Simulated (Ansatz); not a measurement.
Take WSe₂ (space group P6_3/mmc, No. 194; a = 3.2305 Å, c = 12.4111 Å; layered, stacked along the Cartesian z axis) as the base.

One thing is altered: an isotropic linear strain of +2.40 %, atoms relaxed at fixed cell.

All numbers come from Ansatz (a program for electronic structure) PBEsol-D3(BJ), no SOC.

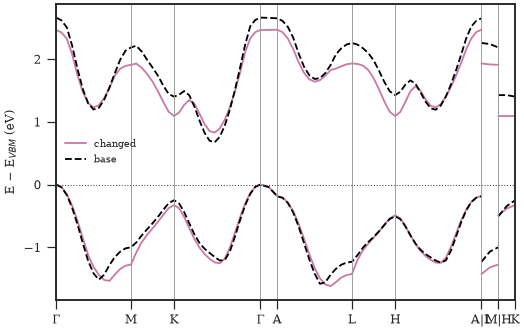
Figure: Highest valence and lowest conduction band along the path, each from its own valence-band maximum

Question: Read the changed gap and its character from the plot.

Answer: About 0.8 eV, indirect, Γ → K–Γ (47 % along).

With W present, leaving out spin-orbit coupling can change the band edges. Stability against distortions was not tested.
